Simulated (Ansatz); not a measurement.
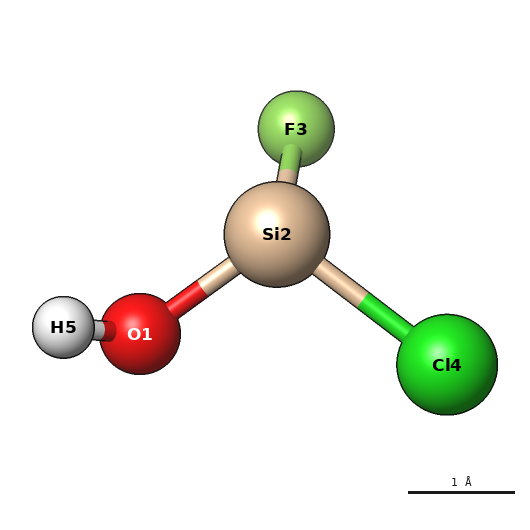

Source: calculation with Ansatz.

Atoms carry their numbers in the input. State: neutral, doublet. Geometry: moved along internal coordinates away from the minimum.

> Describe the coordination of atom 1.

O1 has 2 neighbours (Si2 at 1.63, H5 at 0.96 Å); the arrangement is bent.

> What is the geometry at Si2?

Si2 has 3 neighbours (O1 at 1.63, F3 at 1.60, Cl4 at 2.04 Å); the arrangement is trigonal pyramidal.
